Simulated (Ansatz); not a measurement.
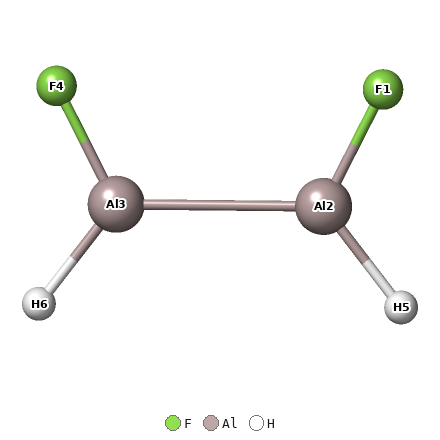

The system is Al2F2H2, SMILES [F][AlH][AlH][F]; the picture shows the reference structure. 
- First axis: bond length Al2–Al3. Second axis: bond length Al3–F4.
- Nothing is relaxed (all other coordinates rigid).
- The scan uses a 7 × 7 grid.
- Points are written as (first, second).
- Energies: kJ/mol, counted from the relaxed molecule at the same level.
- The reference is spin-restricted, which grows unreliable where a bond is stretched far.
- These are results of RKS r2SCAN0-D4/def2-TZVP (Ansatz 0.2.0), not measurements.

Its coordinates:

```xyz
6

F     0.2212   -1.0687   -2.2205
Al    0.8014   -0.1086   -1.0180
Al   -0.7022    0.1954    1.0766
F    -2.1373   -0.6077    1.0884
H     2.2246    0.5224   -1.2873
H    -0.4077    1.0673    2.3609
```

Range: bond length Al2–Al3 from 2.129 to 3.894 Å; bond length Al3–F4 from 1.447 to 2.056 Å.

### Predict the map.

The lowest grid point is at (2.717 Å, 1.650 Å), 4.2 kJ/mol from the relaxed molecule at the same level. The bottom of the well lies between grid points, at about (2.592 Å, 1.644 Å), about 4.3 kJ/mol lower on the interpolated surface. It is the only kind of minimum in the scanned range. The highest grid point, (3.894 Å, 2.056 Å), lies 305 kJ/mol above the lowest. Round the minimum the two coordinates are nearly uncoupled.

```csv
"bond length Al3–F4 ↓, bond length Al2–Al3 →",2.129,2.423,2.717,3.012,3.306,3.600,3.894
2.056,237,134,128,162,211,262,309
1.954,195,92,85,120,168,219,267
1.853,158,54,48,81,130,181,229
1.751,129,25,18,51,100,151,198
1.650,116,12,4,37,85,136,184
1.549,133,28,19,52,99,150,197
1.447,201,95,86,117,164,214,261
```

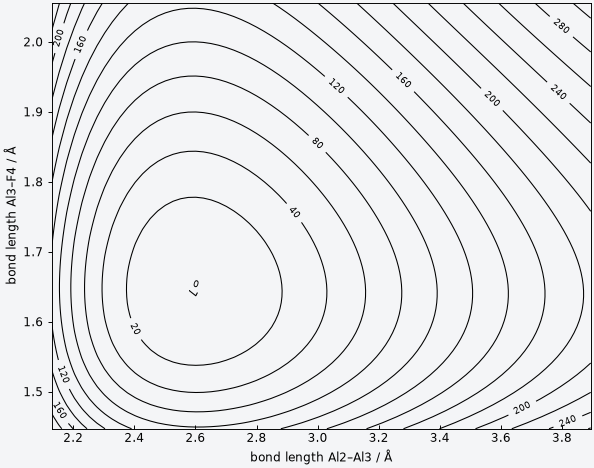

The picture shows contour lines labelled in kJ/mol. Between grid points the surface is interpolated.

Time for the 49 points that were run: 7.8 min on 1 thread of Arm Neoverse V2, on a shared host.
